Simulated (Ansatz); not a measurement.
# B₂H₃Br: trial inputs and their diagnosis

3 inputs were typed for B₂H₃Br. Each is run as it stands; the log then has to tell whether the result can be used.

Method: the settings change from run to run; program: Ansatz 0.2.0, Gaussian basis.

**1. The relaxed structure**

The geometry comes from an earlier relaxation with PBE0-D4 in a triple-zeta def2 set; it is a stationary point.

SMILES `BBBr`, 6 atoms, charge 0, spin multiplicity 1.

Atoms are counted from 1 here; the program's logs count them from 0.

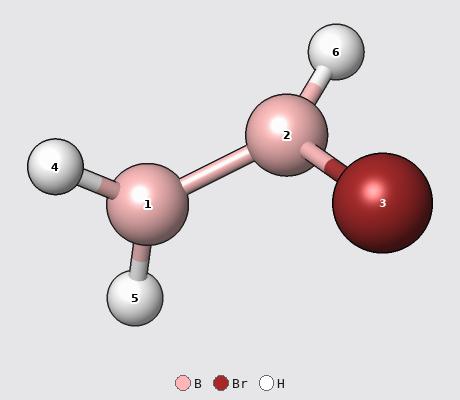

The geometry (boron pink, bromine red, hydrogen white); atoms are numbered from 1 in the order of the file.

**2. Attempt 1**

File in.yaml:

```yaml
crystal:
  periodic: [false, false, false]
  atoms:
    - {symbol: B, position_ang: [-0.072983, 0.004191, -0.626846]}
    - {symbol: B, position_ang: [0.397544, -0.060565, 0.395186]}
    - {symbol: Br, position_ang: [-0.372262, 0.396864, 1.185029]}
    - {symbol: H, position_ang: [-0.078150, 0.720825, -0.849644]}
    - {symbol: H, position_ang: [-0.580930, -0.511317, -0.818778]}
    - {symbol: H, position_ang: [1.087399, -0.530723, 0.565236]}
basis:
  gaussian: {orbitals: 6-31G}
magnetization: {spin_polarized: true, initial_magnetization: 0}
hamiltonian: {xc: {name: HF}}
```

The run is started by

```
ansatz run in.yaml --threads 2 --pin off --events-out ev --progress --plain --max-ram 4352MiB
```

The program printed:

```text
Functional definition: HF
  name "HF"
  cite "Fock, Z. Phys. 61, 126 (1930) doi:10.1007/BF01340294"
  parent pbe
  exchange = exact_x
  correlation = 0
607 factors; integrals over basis functions are off by at most 1.6e-4 eV
mean field evaluation 1: about -71333.7115 eV, gradient 2.4e1 eV
mean field evaluation 2: about -71333.7228 eV, gradient 2.4e1 eV
mean field evaluation 4: about -71337.0955 eV, gradient 1.9e0 eV
mean field evaluation 8: about -71337.1340 eV, gradient 2.8e-2 eV
mean field evaluation 16: about -71333.5079 eV, gradient 5.4e0 eV
mean field -71337.13360020 eV, -2621.5913057617 hartree, gradient 5.4e-5 eV, S^2 0.000000; 0 other end points of the search recorded, 0 dependent functions left out
reference -71337.13360020 eV, -2621.5913057617 hartree; 24, 24 occupied and 29, 29 virtual orbitals, 607 factors
Total energy: -71337.13360020 eV, -2621.5913057617 hartree
```

Wall time 0.55 s (2 threads of Arm Neoverse V1, shared host).

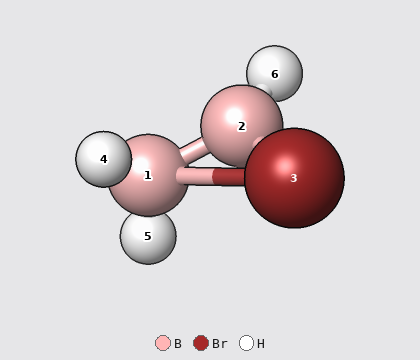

The geometry of this input.

**Diagnosis.** It ended without an error, which proves nothing about the input. The geometry is squeezed well below its size. The shortest distance is 0.75 Å (B1–H5), against 1.19 Å in the relaxed molecule. Its coordinates are also moved off the relaxed structure. Its energy is no property of the relaxed molecule. Fix: use the relaxed coordinates.

**3. Attempt 2**

File in.yaml:

```yaml
crystal:
  periodic: [false, false, false]
  atoms:
    - {symbol: B, position_ang: [-0.230910, 0.013016, -0.856388]}
    - {symbol: B, position_ang: [0.450480, -0.170063, 0.629577]}
    - {symbol: Br, position_ang: [-0.626529, 0.577187, 2.031034]}
    - {symbol: H, position_ang: [-0.033704, 0.991671, -1.518718]}
    - {symbol: H, position_ang: [-0.991889, -0.799072, -1.299978]}
    - {symbol: H, position_ang: [1.474651, -0.676738, 0.968272]}
basis:
  gaussian: {orbitals: def2-TZVPD, final_grid: {core_spheres: 1, valence_spheres: 1, degree: 3}}
total_charge: 1
magnetization: {spin_polarized: true, initial_magnetization: 1}
hamiltonian: {xc: {name: PBE}}
output: {forces: true}
```

Same command.

The program printed, shortened:

```text
Functional definition: PBE
  name "PBE"
  cite "Perdew, Burke & Ernzerhof, Phys. Rev. Lett. 77, 3865 (1996) doi:10.1103/PhysRevLett.77.3865"
  parent pbe
[...]
903 factors; their error is unknown
[...]
a density is far from that of the atoms, so the factors are made again for it
1355 factors; integrals over basis functions are off by at most 2.1e-4 eV
[...]
mean field -71542.15552423 eV, -2629.1257225008 hartree, gradient 3.1e-6 eV, S^2 2.711513; 17 other end points of the search recorded, 0 dependent functions left out
[...]
reference -71542.15558780 eV, -2629.1257248369 hartree; 24, 23 occupied and 134, 135 virtual orbitals, 1355 factors
Total energy: -71542.15558780 eV, -2629.1257248369 hartree
Atom 0 at    -0.230910     0.013016    -0.856388 Å, force    -6.624190     2.978242    -4.655199 eV/Å
Atom 1 at     0.450480    -0.170063     0.629577 Å, force    28.682118   -16.259187    -7.409365 eV/Å
Atom 2 at    -0.626529     0.577187     2.031034 Å, force   -20.664763    12.606477    12.685787 eV/Å
Atom 3 at    -0.033704     0.991671    -1.518718 Å, force    -0.922425     3.327088    -0.682719 eV/Å
Atom 4 at    -0.991889    -0.799072    -1.299978 Å, force    -3.320842    -1.156661    -0.135574 eV/Å
Atom 5 at     1.474651    -0.676738     0.968272 Å, force     2.850102    -1.495959     0.197070 eV/Å
Dipole moment:     0.444844    -0.482775    -2.004357 e Å
```

Run time: 60 s. Hardware: 2 threads of Arm Neoverse V1, shared host; peak memory 0.44 GiB.

Diagnosis: It ended without an error, which proves nothing about the input. The integration grid is far too coarse. It also asks for charge 1 and multiplicity 2, another species or state than the molecule above. Its energy carries the error of the grid. Fix: drop final_grid and take the default grid, and set charge and spin to those of the species named.

**4. Attempt 3**

File in.yaml:

```yaml
crystal:
  periodic: [false, false, false]
  atoms:
    - {symbol: B, position_ang: [-0.230910, 0.013016, -0.856388]}
    - {symbol: B, position_ang: [0.450480, -0.170063, 0.629577]}
    - {symbol: Br, position_ang: [-0.626529, 0.577187, 2.031034]}
    - {symbol: H, position_ang: [-0.033704, 0.991671, -1.518718]}
    - {symbol: H, position_ang: [-0.991889, -0.799072, -1.299978]}
    - {symbol: H, position_ang: [1.474651, -0.676738, 0.968272]}
basis:
  gaussian: {orbitals: aug-cc-pVDZ}
hamiltonian: {xc: {name: wB97M-V}, dispersion: d4}
```

The command is unchanged.

The program printed:

```text
Error: invalid value for `hamiltonian.dispersion`: no damping is tabulated for this functional; type it, or the functional that lends it
```

Run time: 0.05 s. Hardware: 2 threads of Arm Neoverse V1, shared host.

**Diagnosis.** Refused before any calculation. The dispersion term doesn't go with the functional. Fix: leave the dispersion key out, since this functional holds its own nonlocal correlation.

**5. How the tries ended**

```
attempt                level      ended                                               cause    time
      1             HF/6-31G  converged        the geometry is squeezed well below its size  0.55 s
      2       PBE/def2-TZVPD  converged              the integration grid is far too coarse    60 s
      3  wB97M-V/aug-cc-pVDZ    refused  the dispersion term doesn't go with the functional  0.05 s
```

2 converged, 1 refused. A refusal costs next to no computing time. The dangerous case is the input that converges on a wrong geometry, charge, spin, basis or grid: often only a look at the input shows it.
